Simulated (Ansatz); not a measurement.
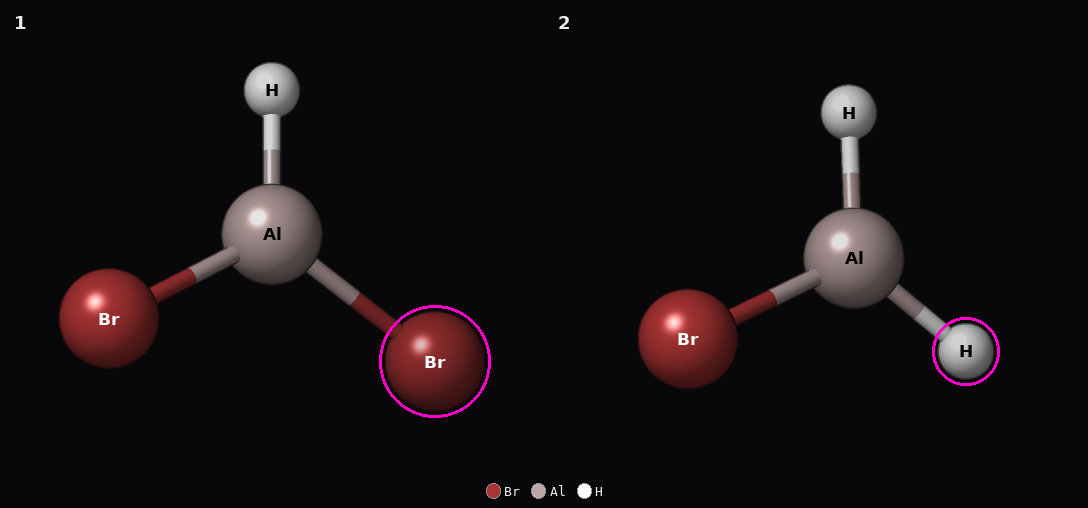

2 molecules with one skeleton, seen from the same side and at one scale; the atom that differs is circled. Each species is neutral and a spin singlet. Computed geometries: PBE0-D4/def2-TZVP optimisations, one conformation each. Properties computed with Ansatz 0.2.0.

One atom differs, called X below: Br in panel 1, H in panel 2. Their formulas are AlBr2H (`[Br][AlH][Br]`), AlBrH2 (`[AlH2][Br]`).

### In which is the HOMO energy (Kohn–Sham orbital) higher (ωB97M-V/def2-QZVPP)?

In panel 2 (X = H).

### In which is the length of X–Al larger (PBE0-D4/def2-TZVP)?

In panel 1 (X = Br).

Give the values. With PBE0-D4/def2-TZVP: length of X–Al (Å), angle X–Al–H (°), harmonic zero-point energy (kJ/mol). With ωB97M-V/def2-QZVPP: HOMO energy (Kohn–Sham orbital) (eV), HOMO–LUMO gap (eV). With r2SCAN-D4/def2-TZVPP: dipole moment (D).

```
                            quantity  1 (Br)   2 (H)   2 − 1
                  length of X–Al (Å)   2.241   1.576  −0.665
                    angle X–Al–H (°)   120.8   124.9    +4.1
HOMO energy (Kohn–Sham orbital) (eV)  −10.86  −10.47   +0.39
                  HOMO–LUMO gap (eV)   10.80   10.24   −0.56
                   dipole moment (D)    0.84    1.15   +0.31
 harmonic zero-point energy (kJ/mol)    24.0    37.1   +13.1
```
